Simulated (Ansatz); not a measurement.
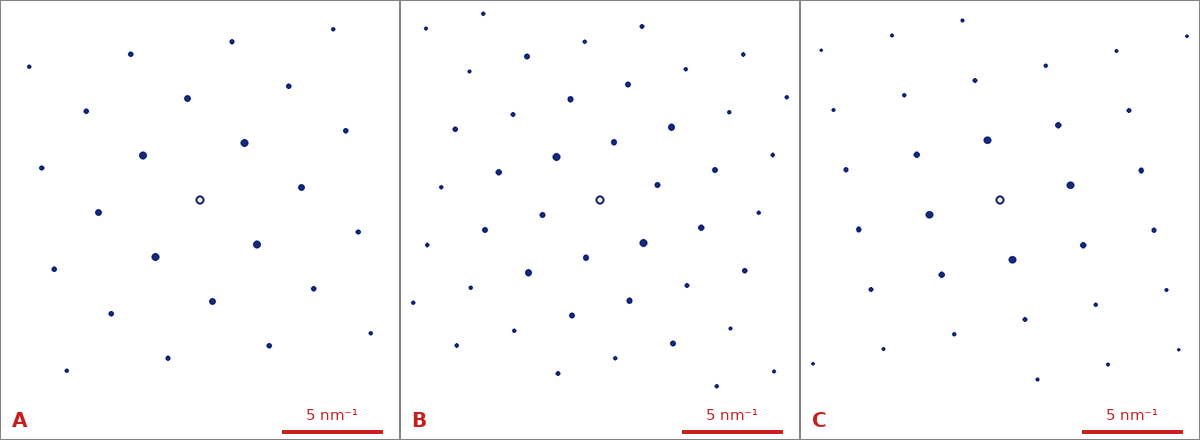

The patterns are kinematic simulations for 300 kV electrons (no multiple scattering; isotropic B = 0.5 Å²).

All three come from PbC₂, space group I4/mmm (No. 139), a = 3.92 Å, c = 6.55 Å. Structure: the end point of a relaxation (final pressure about 6 GPa) with DFT PBEsol, scalar-relativistic, plane waves, PAW (Ansatz 0.2.0); the starting structure was generated, so it need not be a known form of this composition.

> Assign the zone axes [001], [100], [110] to A, B and C.

A is [001]: square net of 1 -1 0 at d = 2.77 Å and 1 1 0 at d = 2.77 Å, at 90.0°. B is [100]: centred rectangular net of 0 1 -1 at d = 3.36 Å and 0 1 1 at d = 3.36 Å, at 61.8°. C is [110]: rectangular net of 0 0 2 at d = 3.27 Å and 1 -1 0 at d = 2.77 Å, at 90.0°.
